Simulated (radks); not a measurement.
**Cr: atomic calculation**

System: the neutral chromium atom in the configuration [Ar] 3d5 4s1 (high spin). It sits in a hard spherical wall of radius 7 bohr.
Method: scalar-relativistic Kohn-Sham, PBE, spin-polarised, spherical densities, finite nucleus (the in-house radial solver radks).

### Input
```
Z 24
configuration [Ar] 3d5 4s1 4p0 5s0 4d0
relativity scalar-relativistic
functional pbe,pbe
spin polarised
nucleus finite rms 3.6452 fm
wall 7 bohr
c 137.035999084
```

Energies in input and log are in hartree, lengths in bohr (the nuclear radius in fm).

Hardware: 1 CPU thread, shared host.

Launched within a batch (the task file carries these settings):
```bash
python <driver script> task.json out
```

### The program's output
```
1s      1   1.0000        -216.04811410
2s      1   1.0000         -24.47206831
2p      1   3.0000         -20.55371706
3s      1   1.0000          -2.72789082
3p      1   3.0000          -1.67938045
3d      1   5.0000          -0.11823568
4s      1   1.0000          -0.14538874
4p      1   0.0000           0.00025593
5s      1   0.0000           0.26824225
4d      1   0.0000           0.21500621
1s      2   1.0000        -216.04791210
2s      2   1.0000         -24.41405191
2p      2   3.0000         -20.50933439
3s      2   1.0000          -2.56636368
3p      2   3.0000          -1.51900241
3d      2   0.0000           0.03214856
4s      2   0.0000          -0.02638234
4p      2   0.0000           0.11589616
5s      2   0.0000           0.37110741
4d      2   0.0000           0.32817091
Etot -1050.7138232083746
Ekin 1061.4491023734663
Encl -2508.706995644835
Eh 445.4306122133379
Exc -48.886542150343814
err 1.9195920487067455e-09
it 18
```

### Orbitals

| orbital | occupation | energy (eV) | ⟨r⟩ (bohr) | outer maximum (bohr) |
| --- | --- | --- | --- | --- |
| 1s up | 1 | −5879.0 | 0.06355 | 0.0416 |
| 1s down | 1 | −5879.0 | 0.06355 | 0.0416 |
| 2s up | 1 | −665.919 | 0.2933 | 0.244 |
| 2s down | 1 | −664.340 | 0.2928 | 0.243 |
| 2p up | 3 | −559.295 | 0.2601 | 0.198 |
| 2p down | 3 | −558.087 | 0.2596 | 0.198 |
| 3s up | 1 | −74.230 | 0.9024 | 0.777 |
| 3s down | 1 | −69.834 | 0.9033 | 0.777 |
| 3p up | 3 | −45.698 | 0.9670 | 0.798 |
| 3p down | 3 | −41.334 | 0.9695 | 0.799 |
| 4s up | 1 | −3.956 | 3.083 | 2.67 |
| 3d up | 5 | −3.217 | 1.459 | 0.840 |
| 4s down | 0 | −0.718 | 3.120 | 2.67 |
| 4p up | 0 | 0.007 | 3.585 | 3.33 |
| 3d down | 0 | 0.875 | 1.548 | 0.848 |
| 4p down | 0 | 3.154 | 3.642 | 3.35 |
| 4d up | 0 | 5.851 | 4.106 | 4.50 |
| 5s up | 0 | 7.299 | 4.193 | 5.12 |
| 4d down | 0 | 8.930 | 4.134 | 4.65 |
| 5s down | 0 | 10.098 | 4.230 | 5.18 |

### Slater integrals of the outer shells (hartree)

| integral | value |
| --- | --- |
| F0(3d,3d) | 0.6536 |
| F2(3d,3d) | 0.2850 |
| F4(3d,3d) | 0.1742 |
| F0(3d,4s) | 0.3564 |
| G2(3d,4s) | 0.0624 |
| F0(3d,3p) | 0.7685 |
| F2(3d,3p) | 0.3456 |
| G1(3d,3p) | 0.4280 |
| G3(3d,3p) | 0.2549 |
| F0(3d,3s) | 0.7887 |
| G2(3d,3s) | 0.3191 |
| F0(3d,4p) | 0.3079 |
| F2(3d,4p) | 0.0779 |
| G1(3d,4p) | 0.0478 |

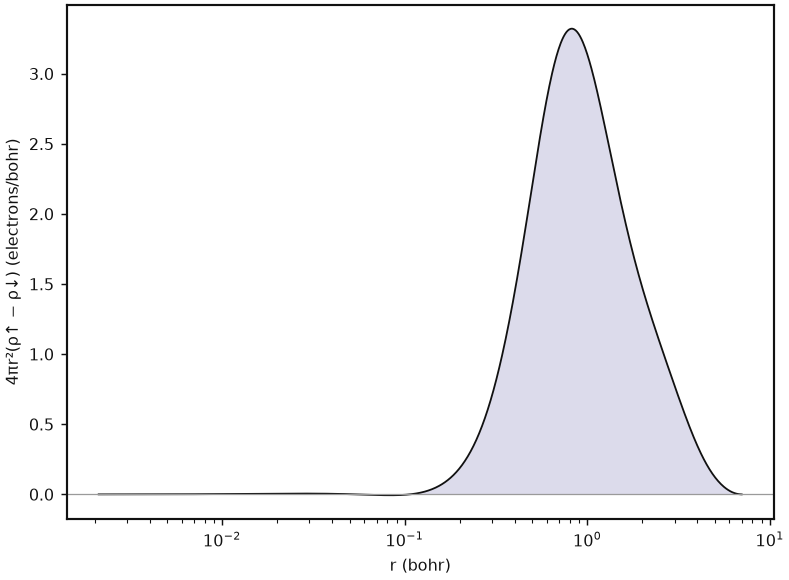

*The radial spin density.*

The curve integrates to 6 unpaired electrons, held by 3d (+5) and 4s (+1). Its largest value, 3.32 electrons/bohr, lies near r = 0.82 bohr. Regions of the opposite sign are negligible.

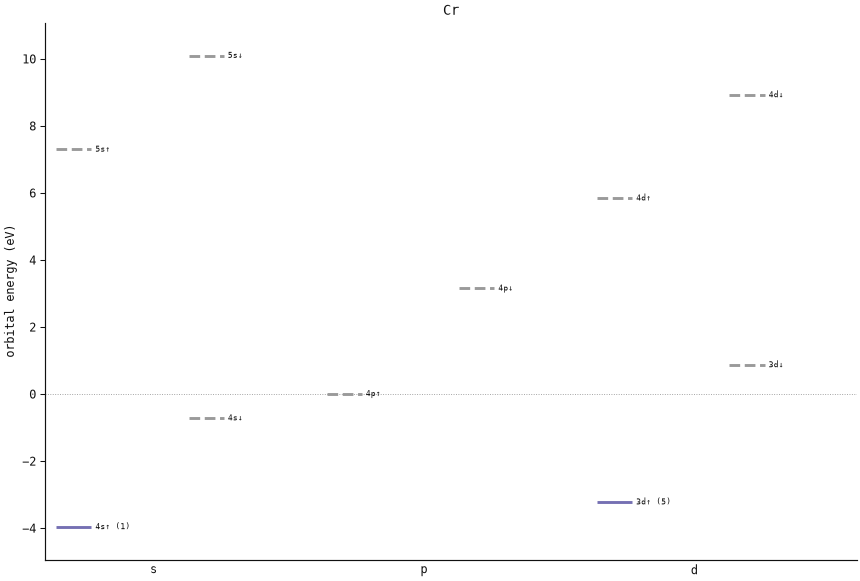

*The outer levels are drawn (occupations in brackets, up spins at the left of each column and down spins at the right, empty levels dashed).*

The highest occupied level is 3d up at −3.22 eV. From the top down the occupied levels run 3d up (−3.22 eV), 4s up (−3.96 eV). The lowest empty level drawn is 4s down at −0.718 eV. The largest exchange splitting (down less up) among the shells drawn in both spins is that of 3d, 4.09 eV.

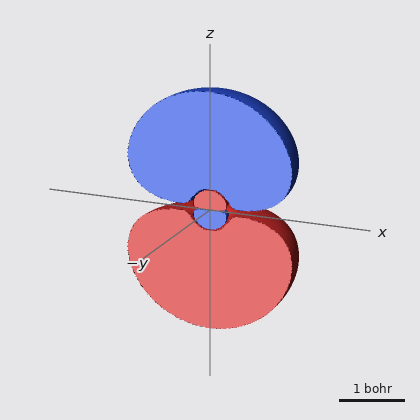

*The 3p(z) orbital of down spin. The surface of constant |ψ| that holds about 95 % of the electron is drawn, blue where ψ is positive and red where it is negative, with the half in front of the xz plane cut away and the cut face painted. The radial function comes from the spherical calculation and is multiplied by a real spherical harmonic; the overall sign is chosen so that the largest lobe of P(r) is positive; at the scalar-relativistic level it is the large component.*

It has the nodal plane xy and 1 radial node, at r = 0.329 bohr. The outermost maximum of P² lies at 0.799 bohr, ⟨r⟩ = 0.969 bohr, 90 % of the charge lies within 1.50 bohr, and the eigenvalue is −41.3 eV, with 3 electrons in the shell for this spin.

### Results in brief

| quantity | value |
| --- | --- |
| outcome | converged |
| total energy | −1050.7138 hartree |
| kinetic energy | 1061.4491 hartree |
| electron–nucleus energy | −2508.7070 hartree |
| Hartree energy | 445.430612 hartree |
| exchange–correlation energy | −48.886542 hartree |
| radius at density 0.001 e/bohr³ | 4.38 bohr |
| pressure on the wall | 0.573 GPa |
| SCF iterations | 18 |
